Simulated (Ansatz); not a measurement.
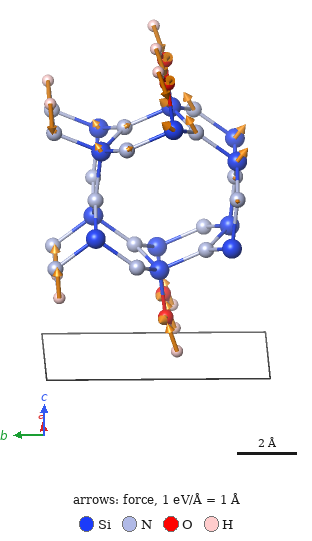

Starting geometry of a slab of composition Si$_{3}$H$_{2}$N$_{4}$O (cut from the P6_3/m phase) with the computed forces as orange arrows. A ball-and-stick model of the cell of the calculation, outlined in the plane, without the vacuum (origin shifted), seen from a free direction.

Case: clean slab, lower planes held. The slab is the (1 0 0) face of Si3N4. 14 atoms are held fixed.

Level of theory: DFT PBE+D3(BJ), scalar-relativistic, plane waves, PAW (Ansatz 0.2.0). Settings: plane-wave cutoff 420 eV; k-point mesh 3 × 2 × 1; occupations gaussian; smearing width 0.05 eV; no spin polarisation; dipole correction; atoms relaxed in a fixed cell; force threshold 0.03 eV/Å; at most 70 steps.

### Is this structure relaxed? If not, where do the atoms go?

It isn't relaxed: the largest force vector, on H atoms, is 1.11 eV/Å. The final displacements follow the starting forces only in part (cosine between the two patterns 0.49). The largest moves, 0.44 Å, are those of H atoms. By element the largest moves are H 0.44 Å, O 0.19 Å, N 0.07 Å, Si 0.05 Å. The cell doesn't change. Some distances before and after: H–N 1.040 → 1.015 Å, N–Si 1.733 → 1.714 Å, O–Si 1.681 → 1.668 Å, N–Si 1.739 → 1.729 Å. Bond angles that change, for instance: Si–O–H 129.8° → 113.1°, N–Si–O 110.3° → 104.9°, N–Si–O 110.3° → 105.9°. The energy falls by 0.864 eV per cell of the calculation in 5 geometry steps. The largest force component goes from 1.1 to 0.012 eV/Å. Cost: 43 s on 4 threads of AMD EPYC 9R45 96-Core Processor (Zen 5), on a shared host, peak memory 2.3 GiB.
